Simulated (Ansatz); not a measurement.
# NClO (nitrosyl chloride) at 6 levels

We compute a comparison of 6 runs (B3LYP/STO-3G, BLYP/STO-3G, PBE/STO-3G, UPBE/STO-3G, r2SCAN/STO-3G, CCSDT/STO-3G) of NClO (nitrosyl chloride). 

The results are computed with Ansatz 0.2.0.

50 further runs of the same task are left out: 5 that didn't finish, 45 set aside as unsound or not needed.

## (1) The structure to begin with

The species is NClO (3 atoms), meant as a singlet with charge 0. SMILES: `O=NCl`. The Cl3–N2 distance was set to 4.860 Å, away from the relaxed value. At this shape a bond of the SMILES string is far longer than usual.

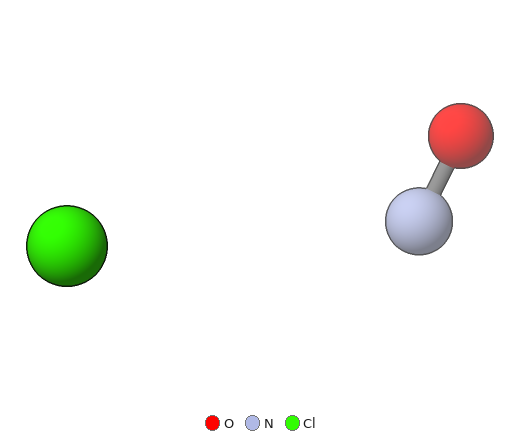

Viewed from a chosen angle; oxygen red, nitrogen light blue, chlorine green.

## (2) The energy at B3LYP/STO-3G (run 1)

The input, molecule.yaml:

```yaml
basis:
  gaussian: {orbitals: STO-3G}
crystal:
  periodic: [false, false, false]
  atoms:
    - {symbol: O, position_ang: [2.656353, -2.644509, 1.177181]}
    - {symbol: "N", position_ang: [1.708323, -2.905729, 0.627461]}
    - {symbol: Cl, position_ang: [-1.052130, 0.937900, -0.478040]}
accuracy: high
hamiltonian: {xc: {name: B3LYP}}
```

Command:

```bash
$ ansatz run molecule.yaml --threads 1 --pin off --max-ram 3480MiB --events-out events.jsonl --progress --plain --runs-dir runs
```

Log:

```text
Warning: RAYON_NUM_THREADS=1 ignored (pool sized by the plan → 1); use --threads N
Functional definition: B3LYP
  name "B3LYP"
  parameter a0 = 0.2
  parameter ax = 0.72
  parameter ac = 0.81
  exchange = (1 - a0 - ax)*slater_x + ax*b88_x + a0*exact_x
  correlation = (1 - ac)*vwn_rpa_c + ac*lyp_c
278 factors; integrals over basis functions are off by at most 3.2e-8 eV
mean field evaluation 1: about -15863.2671 eV, gradient 1.5e1 eV
mean field evaluation 2: about -15497.0666 eV, gradient 2.2e1 eV
mean field evaluation 4: about -15743.7800 eV, gradient 1.3e1 eV
mean field evaluation 8: about -15869.1987 eV, gradient 4.5e-1 eV
mean field evaluation 16: about -15869.1978 eV, gradient 8.4e-3 eV
mean field evaluation 32: about -15869.1991 eV, gradient 7.9e-3 eV
mean field evaluation 64: about -15850.1753 eV, gradient 4.3e0 eV
mean field evaluation 96: about -15869.0536 eV, gradient 5.0e0 eV
mean field evaluation 128: about -15869.2008 eV, gradient 3.8e-2 eV
mean field evaluation 160: about -15866.8383 eV, gradient 2.6e1 eV
mean field evaluation 192: about -15869.0442 eV, gradient 4.4e0 eV
mean field evaluation 224: about -15869.1909 eV, gradient 1.0e-1 eV
mean field -15869.19923668 eV, -583.1823154183 hartree, gradient 1.9e-8 eV, S^2 0.000000; 12 other end points of the search recorded, 0 dependent functions left out
reference -15869.19926400 eV, -583.1823164224 hartree; 16, 16 occupied and 3, 3 virtual orbitals, 278 factors
Total energy: -15869.19926400 eV, -583.1823164224 hartree
```

Wall time 16 s (1 thread of Arm Neoverse V1, shared host).

## (3) A single-point energy at BLYP/STO-3G (run 2)

The input, job.yaml:

```yaml
crystal:
  periodic: [false, false, false]
  atoms:
    - {symbol: O, position_ang: [2.656353, -2.644509, 1.177181]}
    - {symbol: N, position_ang: [1.708323, -2.905729, 0.627461]}
    - {symbol: Cl, position_ang: [-1.052130, 0.937900, -0.478040]}
basis:
  gaussian:
    orbitals: STO-3G
hamiltonian:
  xc: {name: BLYP}
accuracy: high
```

Command:

```bash
$ ansatz run job.yaml --threads 1 --pin off --max-ram 3480MiB --events-out events.jsonl --progress --plain --runs-dir runs
```

Log, cut to the lines that bear on the results:

```text
Warning: RAYON_NUM_THREADS=1 ignored (pool sized by the plan → 1); use --threads N
Functional definition: BLYP
  name "BLYP"
[...]
278 factors; integrals over basis functions are off by at most 3.2e-8 eV
[...]
mean field -15868.27621850 eV, -583.1483951259 hartree, gradient 3.0e-8 eV, S^2 0.000000; 9 other end points of the search recorded, 0 dependent functions left out
reference -15868.27625617 eV, -583.1483965104 hartree; 16, 16 occupied and 3, 3 virtual orbitals, 278 factors
Total energy: -15868.27625617 eV, -583.1483965104 hartree
```

It took 11 s on 1 thread of Arm Neoverse V1, shared host.

Runs 3 to 5 aren't shown in full; the table further down has their settings and results.

## (4) The energy at CCSDT/STO-3G (run 6)

The input, input.yaml:

```yaml
basis:
  gaussian:
    orbitals: STO-3G
crystal:
  periodic: [false, false, false]
  atoms:
    - symbol: O
      position_ang: [2.656353, -2.644509, 1.177181]
    - symbol: N
      position_ang: [1.708323, -2.905729, 0.627461]
    - symbol: Cl
      position_ang: [-1.052130, 0.937900, -0.478040]
correlation:
  method: ccsdt
  frozen_orbitals: {Cl: 5, "N": 1, O: 1}
accuracy: high
scf:
  omitted_lower_state_checks: [cluster_reference, increment]
```

Command:

```bash
$ ansatz run input.yaml --threads 1 --pin off --max-ram 3480MiB --events-out events.jsonl --progress --plain --runs-dir runs
```

Log:

```text
Warning: RAYON_NUM_THREADS=1 ignored (pool sized by the plan → 1); use --threads N
[... 14 lines left out ...]
7 core orbitals not correlated: weight in the atoms' cores, before any rotation towards them, 1.000 or more for the frozen orbitals, at most 0.000 for the correlated occupied ones
[... 158 lines left out ...]
WARN: these amplitudes may be one of several solutions (largest doubles amplitude 1.24, level shift 13.22 eV)
Total energy: -15842.12199890 eV, -582.1872452837 hartree
Checks for a lower state left out: cluster_reference, increment
```

It took 1.1 s on 1 thread of Arm Neoverse V1, shared host.

## (5) All runs side by side

| run | level | frozen core orbitals | energy (Eh) | wall time |
| --- | --- | --- | --- | --- |
| 1 | B3LYP/STO-3G | – | -583.182316 | 16 s |
| 2 | BLYP/STO-3G | – | -583.148397 | 11 s |
| 3 | PBE/STO-3G | – | -582.903244 | 11 s |
| 4 | UPBE/STO-3G | – | -582.916414 | 52 s |
| 5 | r2SCAN/STO-3G | – | -583.178148 | 41 s |
| 6 | CCSDT/STO-3G | 7 | -582.187245 | 1.1 s |

## (6) Results

| quantity | value |
| --- | --- |
| run 6: total energy | -582.18725 Eh |
| run 6: correlation energy (7 core orbitals frozen) | -323.4 mEh |
| run 6: T1 diagnostic | 0.156 |

In words: Totals of different functionals can't be ranked against each other. In run 6 the log says that unrestricted orbitals would lower the reference, so the values rest on an unstable closed-shell determinant (other closed-shell runs at this shape may share the fault). In runs 1, 2, 3, 4, 5, 6 the basis is minimal, so the values are rough. In runs 1, 2, 3, 5 a closed-shell determinant meets a far-stretched bond, which it describes badly. Spin contamination of the reference: run 4 ⟨S²⟩ = 0.77. Where it is this large, the reference is a mixture of spin states, and values that rest on it are in doubt. All runs together took 2.2 min, the longest 52 s.
